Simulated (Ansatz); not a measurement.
Input

```
crystal:
  lattice:
    - [5.2756374799, 0.0, 0.0]
    - [0.0, 5.2756374799, 0.0]
    - [0.0, 0.0, 5.2756374799]
  atoms:
    - { symbol: Al, position: [0.5, 0.0, 0.5] }
    - { symbol: Al, position: [0.5, 0.5, 0.0] }
    - { symbol: Al, position: [0.0, 0.5, 0.5] }
    - { symbol: B, position: [0.0, 0.0, 0.0] }
    - { symbol: P, position: [0.2259122254, 0.7740877746, 0.7740877746] }
    - { symbol: P, position: [0.2259122254, 0.2259122254, 0.2259122254] }
    - { symbol: P, position: [0.7740877746, 0.7740877746, 0.2259122254] }
    - { symbol: P, position: [0.7740877746, 0.2259122254, 0.7740877746] }
basis:
  ecutwfc: 420
kpoints:
  mp_grid: { grid: [6, 6, 6] }
hamiltonian:
  xc: pbe
scf:
  occupations: { method: gaussian, width: 0.02 }
output:
  forces: true
  stress: true
  eigenvalues: true
  write_density: true
  write_potential: true
  elf: true
  volumetric_format: npy
relax:
  adjacent_minimum: "off"
  f_tol: 0.01
  max_steps: 80
  cell: { stress_tol: 0.05 }
```

Run with:

```sh
ansatz run input.yaml --threads 1 --pin off --max-ram 2560MiB --backend cpu --events-out ev --progress --plain --runs-dir out
```

Below, planes, directions and counts refer to the conventional cell (a = 5.28 Å, b = 5.28 Å, c = 5.28 Å, α = 90.00°, β = 90.00°, γ = 90.00°).

The fields are those of the run's last geometry, not of the input's.

Space group P-43m; a structure generated by program, which may or may not match a known phase.

Theory: Ansatz 0.2.0, DFT PBE, scalar-relativistic, plane waves, PAW.

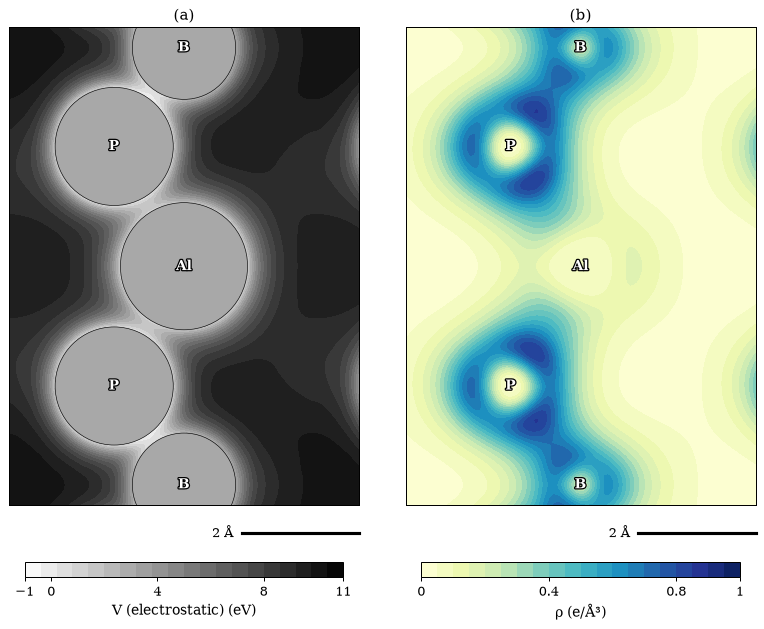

Al$_{3}$BP$_{4}$. (a) electrostatic potential (local pseudopotential plus Hartree) felt by an electron; (b) valence pseudo-density on the (110) plane of the conventional cell. Grey discs cover the atomic cores in the potential map.

### What do the fields say about this system?

- The plane passes through Al, B and P nuclei.
- B–P (2.06 Å): ρ at the midpoint is about 0.74 e/Å³.
- Al–P (2.37 Å): ρ is about 0.53 e/Å³ halfway.
- Between the atoms the lowest density in this plane is 0.02 e/Å³.
- Outside the cores the potential energy rises away from the atoms and is highest about 2.2 Å from the nearest atoms; its zero is arbitrary.
